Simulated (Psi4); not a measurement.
# HOF (SMILES OF), run twice

Aim: the energy of HOF at SOGGA11/cc-pwCVDZ (ddCOSMO acetonitrile).

The results are computed with Psi4 1.11.

1 further run of the same task is left out (set aside as unsound or not needed).

## 1. The system as given

HOF: 3 atoms, total charge 0, spin state singlet. As SMILES, `OF`. The shape is that of a GFN2-xTB optimisation.

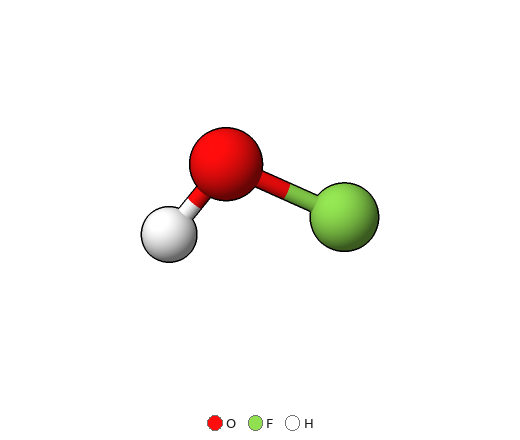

The structure, seen from a chosen angle (oxygen red, fluorine green, hydrogen white).

## 2. The input as first written

Input file input.dat:

```
memory 1.6 GB

molecule {
  O      0.78315920    -0.37254061     0.39457481
  F     -0.40062194     1.92835213    -0.00910848
  H     -0.38253726    -1.55581152    -0.38546633
  units au
  symmetry c1
}

set basis cc-pwCVDZ
set scf_type pk
set ddx true
set ddx_model cosmo
set ddx_solvent acetonitrile
set ddx_radii_set bondi

result, w = energy("sogga11-d3mzero", return_wfn=True)
print_variables()
```

Started as:

```bash
$ psi4 -n 1 input.dat output.dat
```

output.dat:

```text
Psi4 1.11 release

Printing out the relevant lines from the Psithon --> Python processed input file:
    core.set_global_option("SCF_TYPE", "pk")
    core.set_global_option("DDX", "true")
    core.set_global_option("DDX_MODEL", "cosmo")
    core.set_global_option("DDX_SOLVENT", "acetonitrile")
    core.set_global_option("DDX_RADII_SET", "bondi")
--> result, w = energy("sogga11-d3mzero", return_wfn=True)
    print_variables()

!----------------------------------------------------------------------------------!
!                                                                                  !
!  Method=sogga11-d3mzero is not available for any derivative level. Some methods  !
!     "dftd4-python>=3.5" gcp-correction -c conda-forge` . Did you mean?           !
!     sogga11x-d3zero                                                              !
!                                                                                  !
!----------------------------------------------------------------------------------!

    Psi4 run time: 0:00:00.26
```

Wall time 1.2 s (1 thread of Intel Xeon 6975P-C (Granite Rapids), shared host); peak memory 0.19 GiB.

## 3. What went wrong

The input was rejected.

The log says `Method=sogga11-d3mzero is not available for any derivative level. Some methods`. What is wrong: unsupported dispersion. To mend it: dispersion none in place of D3M(0).

## 4. The mended input

Input file fho.inp:

```
memory 1600 MB

molecule molecule1 {
  O      0.78315920    -0.37254061     0.39457481
  F     -0.40062194     1.92835213    -0.00910848
  H     -0.38253726    -1.55581152    -0.38546633
  units au
  symmetry c1
}

set globals {
  basis cc-pwCVDZ
  scf_type pk
  ddx true
  ddx_model cosmo
  ddx_solvent acetonitrile
  ddx_radii_set bondi
}

energy('sogga11')
```

Started as:

```bash
$ psi4 fho.inp fho.out -n 1
```

fho.out:

```text
[...]
  Running in c1 symmetry.
[...]
  Nuclear repulsion =   34.420598101534345
[...]
  Multiplicity = 1
[...]
  Nalpha       = 9
  Nbeta        = 9
[...]
    Number of basis functions: 41
[...]
   @RKS iter   1:  -175.46316440273932   -2.04420e-01   1.16936e-02 ADIIS/DIIS
[...]
   @RKS iter   8:  -175.53480698039363   -5.62926e-09   4.17881e-07 DIIS
[...]
    Orbital Energies [Eh]
    ---------------------
    Doubly Occupied:
       1A    -24.294282     2A    -18.841779     3A     -1.143738
       4A     -0.854400     5A     -0.513448     6A     -0.422832
       7A     -0.389311     8A     -0.297037     9A     -0.229834
[...]
  @RKS Final Energy:  -175.53480698039363
   => Energetics <=
    Nuclear Repulsion Energy =             34.4205981015343454
    One-Electron Energy =                -312.3398357579832805
    Two-Electron Energy =                 121.7786995406197263
    DFT Exchange-Correlation Energy =     -19.3874318614291745
    Empirical Dispersion Energy =           0.0000000000000000
    VV10 Nonlocal Energy =                  0.0000000000000000
    DD Solvation Energy =                 -0.0068370031352245
    Total Energy =                       -175.5348069803936255
[...]
 Multipole Moments:
 ------------------------------------------------------------------------------------
     Multipole            Electronic (a.u.)      Nuclear  (a.u.)        Total (a.u.)
 ------------------------------------------------------------------------------------
 L = 1.  Multiply by 2.5417464519 to convert [e a0] to [Debye]
 Dipole X            :         -0.4122801           -0.0795225           -0.4918026
 Dipole Y            :          1.0397610           -1.7430680           -0.7033071
 Dipole Z            :          0.0000000            0.0000000            0.0000000
 Magnitude           :                                                    0.8582020
[...]
```

Wall time 2.8 s (1 thread of Intel Xeon 6975P-C (Granite Rapids), shared host); peak memory 0.29 GiB.

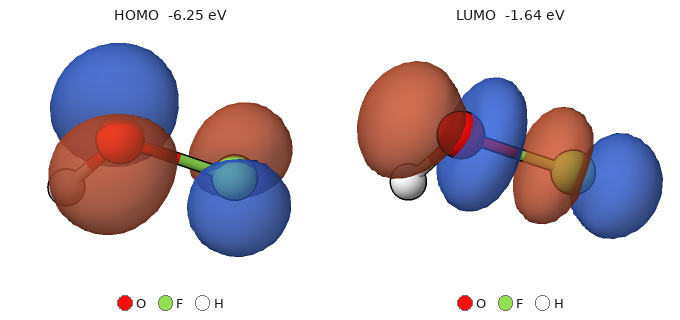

Frontier orbitals of this run, surfaces at ±0.2 Å^-3/2.

## 5. Results

At SOGGA11/cc-pwCVDZ (ddCOSMO acetonitrile):

| quantity | value |
| --- | --- |
| total energy | -175.53481 Eh |
| dipole moment | 2.18 D |
| HOMO energy | -6.25 eV |
| LUMO energy | -1.64 eV |
| HOMO–LUMO gap | 4.62 eV |
| solvent term in the energy | -18.0 kJ/mol |
